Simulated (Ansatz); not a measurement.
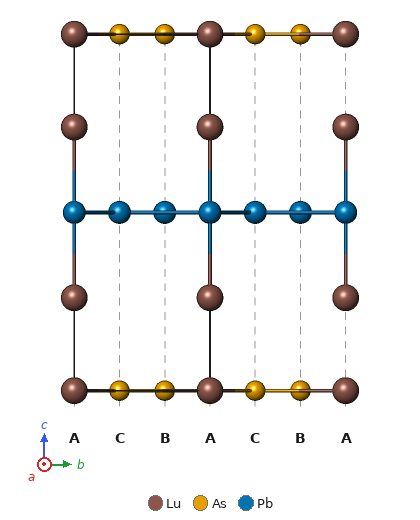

Projection along an edge of the hexagonal mesh, stacking direction c upwards. The dashed lines mark the three columns A (0, 0), B (1/3, 2/3) and C (2/3, 1/3). The sequence starts with the first layer at or above the cell's origin.

Lu3As2Pb3 (space group P6/mmm, No. 191): the end point of a relaxation with Ansatz 0.2.0, DFT PBE, scalar-relativistic, plane waves, PAW; the starting structure was generated, so it need not be a known form of this composition.

> Give the sequence of layers in one repeat, with element and column.

Lu(A)+As(B)+As(C) – Lu(A) – Pb(A)+Pb(B)+Pb(C) – Lu(A) (four layers in 12.25 Å).
